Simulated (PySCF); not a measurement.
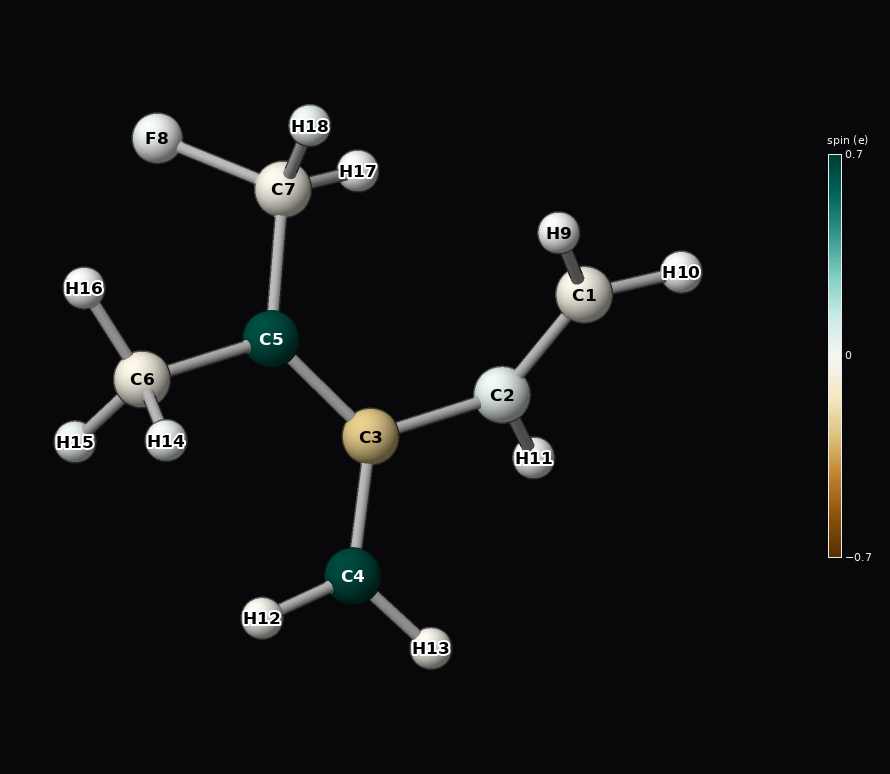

Atoms are coloured by their Mulliken spin populations. State: neutral, doublet. The geometry was computed by an optimisation with GFN2-xTB. No frequency run is at hand to confirm it as a minimum. Method: UKS B3LYP, pcH-1 on C F H, non-relativistic (PySCF 2.14.0).

Give the Mulliken spin populations atom by atom.

```json
{"atom": "C1", "value (e)": "−0.05"}
{"atom": "C2", "value (e)": "0.04"}
{"atom": "C3", "value (e)": "−0.25"}
{"atom": "C4", "value (e)": "0.66"}
{"atom": "C5", "value (e)": "0.64"}
{"atom": "C6", "value (e)": "−0.05"}
{"atom": "C7", "value (e)": "−0.04"}
{"atom": "F8", "value (e)": "0.01"}
{"atom": "H9", "value (e)": "0.00"}
{"atom": "H10", "value (e)": "0.00"}
{"atom": "H11", "value (e)": "0.00"}
{"atom": "H12", "value (e)": "−0.03"}
{"atom": "H13", "value (e)": "−0.03"}
{"atom": "H14", "value (e)": "0.02"}
{"atom": "H15", "value (e)": "0.03"}
{"atom": "H16", "value (e)": "0.00"}
{"atom": "H17", "value (e)": "0.01"}
{"atom": "H18", "value (e)": "0.03"}
```

Mulliken values depend strongly on the basis set.
